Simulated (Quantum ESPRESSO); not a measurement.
## KMgF3 (Pm-3m): modes at Γ and the response to a field

Which modes does KMgF3 (Pm-3m) have at the zone centre?

Method: DFT LDA, scalar-relativistic, plane waves, PseudoDojo norm-conserving pseudopotentials, in Quantum ESPRESSO 7.5.

## Step 1: The starting structure

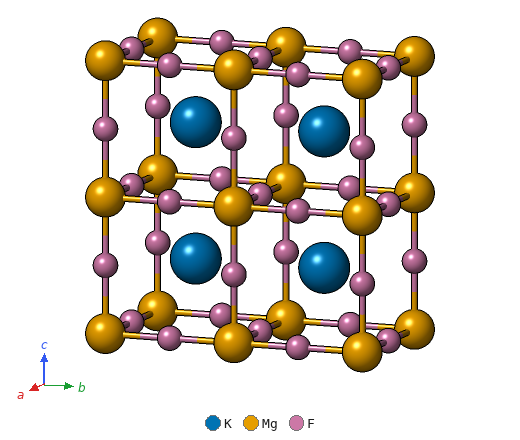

The starting structure, seen slightly off an axis (potassium blue, magnesium orange, fluorine pink). 1×2×2 cells are drawn. Some periodic images of atoms are drawn too.

## Step 2: A first look

Before anything dear is run, a loose run with smearing shows whether this is a metal and how far the cell is from rest.

Input file probe.in:

```
 &control
    calculation='scf',
    prefix='x',
    outdir='./tmp',
    pseudo_dir='./pseudo',
    tprnfor=.true.,
    tstress=.true.,
    verbosity='high',
 /
 &system
    ibrav=1,
    celldm(1)=7.53225936,
    nat=5,
    ntyp=3,
    ecutwfc=92.0,
    occupations='smearing',
    smearing='gaussian',
    degauss=0.01,
 /
 &electrons
    conv_thr=1.0d-07,
    mixing_beta=0.7,
    electron_maxstep=100,
 /
ATOMIC_SPECIES
 K      39.0983  K.upf
 Mg     24.3050  Mg.upf
 F      18.9984  F.upf
ATOMIC_POSITIONS crystal
 K      0.500000000   0.500000000   0.500000000
 Mg     0.000000000   0.000000000   0.000000000
 F      0.500000000   0.000000000   0.000000000
 F      0.000000000   0.500000000   0.000000000
 F      0.000000000   0.000000000   0.500000000
K_POINTS automatic
 4 4 4 0 0 0
```

The run is started by

```console
> OMP_NUM_THREADS=1 mpirun -n 4 pw.x -nk 4 -in probe.in > probe.out
```

The program printed:

```text
[banners, grids, parts of the stress and lines that vanish by symmetry left out]
Program PWSCF v.7.5
     bravais-lattice index     =            1
     lattice parameter (alat)  =       7.5323  a.u.
[...]
kinetic-energy cutoff     =      92.0000  Ry
     charge density cutoff     =     368.0000  Ry
     scf convergence threshold =      1.0E-07
[...]
Exchange-correlation= SLA  PW   NOGX NOGC
                           (   1   4   0   0   0   0   0)
[...]
48 Sym. Ops., with inversion, found
[...]
(     0          1          0      )
                  (     0          0          1      )
[...]
(  0.0000000  1.0000000  0.0000000 )
                  (  0.0000000  0.0000000  1.0000000 )
[...]
(     0         -1          0      )
                  (     0          0          1      )
[...]
( -1.0000000  0.0000000  0.0000000 )
                  (  0.0000000  1.0000000  0.0000000 )
[...]
number of k points=    10  Gaussian smearing, width (Ry)=  0.0100
[...]
End of self-consistent calculation
[...]
the Fermi energy is     6.6483 ev
!    total energy              =    -326.58644103 Ry
[...]
convergence has been achieved in   7 iterations
[...]
atom    1 type  1   force =     0.00000000    0.00000000    0.00000000
     atom    2 type  2   force =     0.00000000    0.00000000    0.00000000
     atom    3 type  3   force =     0.00000000    0.00000000    0.00000000
     atom    4 type  3   force =     0.00000000    0.00000000    0.00000000
     atom    5 type  3   force =     0.00000000    0.00000000    0.00000000
[...]
Total force =     0.000000     Total SCF correction =     0.000000
[...]
total   stress  (Ry/bohr**3)                   (kbar)     P=      -45.60
[...]
XML data file, charge density, pseudopotentials, collected wavefunctions

   JOB DONE.
```

Run time: 9.7 s. Hardware: 4 MPI ranks of Intel Xeon at 2.70GHz, shared host; 37 s of CPU time.

Numbers from this step:

```
volume per atom   : 12.67 Å³
pressure          : -4.560 GPa
gap on the k-mesh : 6.998 eV
```

A gap of 7.0 eV opens on this mesh, so the crystal is taken as an insulator; the start stands at -4.6 GPa.

## Step 3: Relaxation

The relaxation runs at a cutoff a fifth above that of the response, since stress converges more slowly with the basis than frequencies do. Forces and stress are brought to rest with tight thresholds.

Input file relax.in:

```
 &control
    calculation='vc-relax',
    prefix='x',
    outdir='./tmp',
    pseudo_dir='./pseudo',
    tprnfor=.true.,
    tstress=.true.,
    forc_conv_thr=2.0d-05,
    etot_conv_thr=1.0d-07,
    nstep=40,
 /
 &system
    ibrav=1,
    celldm(1)=7.53225936,
    nat=5,
    ntyp=3,
    ecutwfc=110,
    occupations='fixed',
    nbnd=22,
 /
 &electrons
    conv_thr=1.0d-11,
    mixing_beta=0.7,
    electron_maxstep=100,
 /
 &ions
 /
 &cell
    press_conv_thr=0.2,
 /
ATOMIC_SPECIES
 K      39.0983  K.upf
 Mg     24.3050  Mg.upf
 F      18.9984  F.upf
ATOMIC_POSITIONS crystal
 K      0.500000000   0.500000000   0.500000000
 Mg     0.000000000   0.000000000   0.000000000
 F      0.500000000   0.000000000   0.000000000
 F      0.000000000   0.500000000   0.000000000
 F      0.000000000   0.000000000   0.500000000
K_POINTS automatic
 6 6 6 0 0 0
```

The run is started by

```console
> OMP_NUM_THREADS=1 mpirun -n 4 pw.x -nk 4 -in relax.in > relax.out
```

The program printed:

```text
[banners, grids, parts of the stress and lines that vanish by symmetry left out]
[banner, memory and clock lines left out]
Program PWSCF v.7.5

[...]
kinetic-energy cutoff     =     110.0000  Ry
     charge density cutoff     =     440.0000  Ry
     scf convergence threshold =      1.0E-11
[...]
energy convergence thresh.=      1.0E-07
     force convergence thresh. =      2.0E-05
     press convergence thresh. =      2.0E-01
     Exchange-correlation= SLA  PW   NOGX NOGC
                           (   1   4   0   0   0   0   0)
[...]
48 Sym. Ops., with inversion, found
[...]
number of k points=    20
[...]
End of self-consistent calculation
[...]
highest occupied, lowest unoccupied level (ev):     2.4613    9.4593
!    total energy              =    -326.58652455 Ry
[...]
convergence has been achieved in  11 iterations
[...]
atom    1 type  1   force =     0.00000000    0.00000000    0.00000000
     atom    2 type  2   force =     0.00000000    0.00000000    0.00000000
     atom    3 type  3   force =     0.00000000    0.00000000    0.00000000
     atom    4 type  3   force =     0.00000000    0.00000000    0.00000000
     atom    5 type  3   force =     0.00000000    0.00000000    0.00000000
     Total force =     0.000000     Total SCF correction =     0.000000
[...]
total   stress  (Ry/bohr**3)                   (kbar)     P=      -45.19
[...]
number of bfgs steps    =   0
[...]
CELL_PARAMETERS (alat=  7.53225936)
[...]
ATOMIC_POSITIONS (crystal)
K                0.5000000000        0.5000000000        0.5000000000
Mg               0.0000000000        0.0000000000        0.0000000000
F                0.5000000000        0.0000000000        0.0000000000
F                0.0000000000        0.5000000000        0.0000000000
[...]
New effective cutoffs (rho, wfc):  446.60  111.69
[...]
End of self-consistent calculation
[...]
highest occupied, lowest unoccupied level (ev):     2.6842    9.8600
!    total energy              =    -326.58900932 Ry
[...]
convergence has been achieved in   7 iterations
[...]
atom    1 type  1   force =     0.00000000    0.00000000    0.00000000
     atom    2 type  2   force =     0.00000000    0.00000000    0.00000000
     atom    3 type  3   force =     0.00000000    0.00000000    0.00000000
     atom    4 type  3   force =     0.00000000    0.00000000    0.00000000
     atom    5 type  3   force =     0.00000000    0.00000000    0.00000000
     Total force =     0.000000     Total SCF correction =     0.000000
[...]
total   stress  (Ry/bohr**3)                   (kbar)     P=      -29.27
[...]
number of bfgs steps    =   1
[...]
CELL_PARAMETERS (alat=  7.53225936)
[...]
ATOMIC_POSITIONS (crystal)
[...]
New effective cutoffs (rho, wfc):  457.16  114.33
[...]
End of self-consistent calculation
[...]
highest occupied, lowest unoccupied level (ev):     3.0337   10.4891
!    total energy              =    -326.59056185 Ry
[...]
convergence has been achieved in   9 iterations
[...]
atom    1 type  1   force =     0.00000000    0.00000000    0.00000000
     atom    2 type  2   force =     0.00000000    0.00000000    0.00000000
     atom    3 type  3   force =     0.00000000    0.00000000    0.00000000
     atom    4 type  3   force =     0.00000000    0.00000000    0.00000000
[...]
Total force =     0.000000     Total SCF correction =     0.000000
[...]
total   stress  (Ry/bohr**3)                   (kbar)     P=       -1.59
[...]
number of bfgs steps    =   2
[...]
CELL_PARAMETERS (alat=  7.53225936)
[...]
ATOMIC_POSITIONS (crystal)
[...]
New effective cutoffs (rho, wfc):  457.76  114.48
[...]
End of self-consistent calculation
[...]
highest occupied, lowest unoccupied level (ev):     3.0539   10.5255
!    total energy              =    -326.59056589 Ry
[...]
convergence has been achieved in   7 iterations
[...]
Total force =     0.000000     Total SCF correction =     0.000000
[...]
total   stress  (Ry/bohr**3)                   (kbar)     P=        0.11
[...]
number of bfgs steps    =   3
[...]
CELL_PARAMETERS (alat=  7.53225936)
[...]
ATOMIC_POSITIONS (crystal)
[...]
New effective cutoffs (rho, wfc):  457.72  114.47
[...]
End of self-consistent calculation
[...]
highest occupied, lowest unoccupied level (ev):     3.0526   10.5232
!    total energy              =    -326.59056591 Ry
[...]
convergence has been achieved in   5 iterations
[...]
atom    3 type  3   force =     0.00000000    0.00000000    0.00000000
     atom    4 type  3   force =     0.00000000    0.00000000    0.00000000
     atom    5 type  3   force =     0.00000000    0.00000000    0.00000000
     Total force =     0.000000     Total SCF correction =     0.000000
[...]
total   stress  (Ry/bohr**3)                   (kbar)     P=       -0.00
[...]
bfgs converged in   5 scf cycles and   4 bfgs steps
[...]
End of BFGS Geometry Optimization
     Final enthalpy           =    -326.5905659121 Ry
     File ./tmp/x.bfgs deleted, as requested
[...]
CELL_PARAMETERS (alat=  7.53225936)
[...]
ATOMIC_POSITIONS (crystal)
[...]
F                0.0000000000        0.5000000000        0.0000000000
F                0.0000000000        0.0000000000        0.5000000000
[...]
Final scf calculation at the relaxed structure.
[...]
kinetic-energy cutoff     =     110.0000  Ry
     charge density cutoff     =     440.0000  Ry
     scf convergence threshold =      1.0E-13
[...]
press convergence thresh. =      2.0E-01
     Exchange-correlation= SLA  PW   NOGX NOGC
                           (   1   4   0   0   0   0   0)
[...]
48 Sym. Ops., with inversion, found
[...]
number of k points=    20
[...]
c_bands:  1 eigenvalues not converged
[...]
End of self-consistent calculation
[...]
highest occupied, lowest unoccupied level (ev):     3.0526   10.5232
!    total energy              =    -326.59056195 Ry
[...]
convergence has been achieved in  12 iterations
[...]
atom    1 type  1   force =     0.00000000    0.00000000    0.00000000
     atom    2 type  2   force =     0.00000000    0.00000000    0.00000000
     atom    3 type  3   force =     0.00000000    0.00000000    0.00000000
     atom    4 type  3   force =     0.00000000    0.00000000    0.00000000
     atom    5 type  3   force =     0.00000000    0.00000000    0.00000000
     Total force =     0.000000     Total SCF correction =     0.000000
[...]
total   stress  (Ry/bohr**3)                   (kbar)     P=        0.02
[...]
XML data file, charge density, pseudopotentials, collected wavefunctions
```

The job ended after 90 s (4 MPI ranks).

The steps of the relaxation:

| step | energy less that of the first step (eV) | largest force (eV/Å) | pressure (GPa) | volume (Å³) |
| --- | --- | --- | --- | --- |
| 1 | 0.0000 | 0.0000 | -4.52 | 63.33 |
| 2 | -0.0338 | 0.0000 | -2.93 | 61.88 |
| 3 | -0.0549 | 0.0000 | -0.16 | 59.75 |
| 4 | -0.0550 | 0.0000 | 0.01 | 59.63 |
| 5 | -0.0550 | 0.0000 | 0.00 | 59.64 |
| 6 | -0.0549 | 0.0000 | 0.00 | 59.64 |

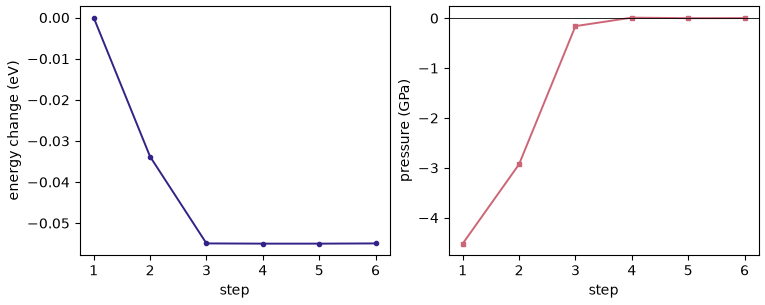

Energy and pressure along the relaxation.

| conventional cell, symmetrised | before | after | change |
| --- | --- | --- | --- |
| a (Å) | 3.986 | 3.907 | -2.0 % |
| b (Å) | 3.986 | 3.907 | -2.0 % |
| c (Å) | 3.986 | 3.907 | -2.0 % |
| volume (Å³/atom) | 12.67 | 11.93 | -5.8 % |

The relaxed structure:

```xyz
5
Lattice="3.9069 0.0000 0.0000 0.0000 3.9069 0.0000 0.0000 0.0000 3.9069" Properties=species:S:1:pos:R:3 pbc="T T T"
K     1.9535    1.9535    1.9535
Mg    0.0000    0.0000    0.0000
F     1.9535    0.0000    0.0000
F     0.0000    1.9535    0.0000
F     0.0000    0.0000    1.9535
```

The last row of the table of steps is pw.x's closing run on a basis chosen anew for the final cell, so its energy can jump.

Read from the output:

```yaml
volume_per_atom: 11.93 Å³
pressure: 0.002 GPa
gap_on_the_k_mesh: 7.471 eV
```

The volume changes by -5.8 % from the cell with which this run began.

## Step 4: Self-consistent run for the response

Perturbation theory inherits every error of the wavefunctions, so the threshold is set near the limit of the arithmetic. With a gap, occupations are fixed, which also allows the response to an electric field.

Input file scf.in:

```
 &control
    calculation='scf',
    prefix='x',
    outdir='./tmp',
    pseudo_dir='./pseudo',
    tprnfor=.true.,
    tstress=.true.,
 /
 &system
    ibrav=1,
    celldm(1)=7.38305913,
    nat=5,
    ntyp=3,
    ecutwfc=92.0,
    occupations='fixed',
    nbnd=22,
 /
 &electrons
    conv_thr=1.0d-12,
    mixing_beta=0.7,
    electron_maxstep=100,
 /
ATOMIC_SPECIES
 K      39.0983  K.upf
 Mg     24.3050  Mg.upf
 F      18.9984  F.upf
ATOMIC_POSITIONS crystal
 K      0.500000000   0.500000000   0.500000000
 Mg     0.000000000   0.000000000   0.000000000
 F      0.500000000   0.000000000   0.000000000
 F      0.000000000   0.500000000   0.000000000
 F      0.000000000   0.000000000   0.500000000
K_POINTS automatic
 8 8 8 0 0 0
```

The run is started by

```console
> OMP_NUM_THREADS=1 mpirun -n 4 pw.x -nk 4 -in scf.in > scf.out
```

The program printed:

```text
[banners, grids, parts of the stress and lines that vanish by symmetry left out]
[banner, memory and clock lines left out]
Program PWSCF v.7.5

[...]
kinetic-energy cutoff     =      92.0000  Ry
     charge density cutoff     =     368.0000  Ry
     scf convergence threshold =      1.0E-12
[...]
Exchange-correlation= SLA  PW   NOGX NOGC
                           (   1   4   0   0   0   0   0)
[...]
48 Sym. Ops., with inversion, found
[...]
number of k points=    35
[...]
End of self-consistent calculation
[...]
highest occupied, lowest unoccupied level (ev):     3.0526   10.5232
!    total energy              =    -326.59047992 Ry
[...]
convergence has been achieved in  12 iterations
[...]
atom    1 type  1   force =     0.00000000    0.00000000    0.00000000
     atom    2 type  2   force =     0.00000000    0.00000000    0.00000000
     atom    3 type  3   force =     0.00000000    0.00000000    0.00000000
     atom    4 type  3   force =     0.00000000    0.00000000    0.00000000
     atom    5 type  3   force =     0.00000000    0.00000000    0.00000000
     Total force =     0.000000     Total SCF correction =     0.000000
[...]
total   stress  (Ry/bohr**3)                   (kbar)     P=       -0.11
[...]
XML data file, charge density, pseudopotentials, collected wavefunctions
```

It took 24 s on 4 MPI ranks.

Read from the output:

```
pressure : -0.01100 GPa
```

The cell stands at -0.011 GPa, close enough for phonons.

(Continued in part 2 of 3.)

[Host names and launcher messages were left out of these logs when they were recorded.]

[Logs are printed without paths, hosts, clocks, repeated set-up lines and the standing remarks that a program may print on its own settings, such as how far it seeks lower states.]

[Hosts, paths, dates, database ids (printed as entryN), source tags and the programs' standing remarks are cut or masked in the printed files.]
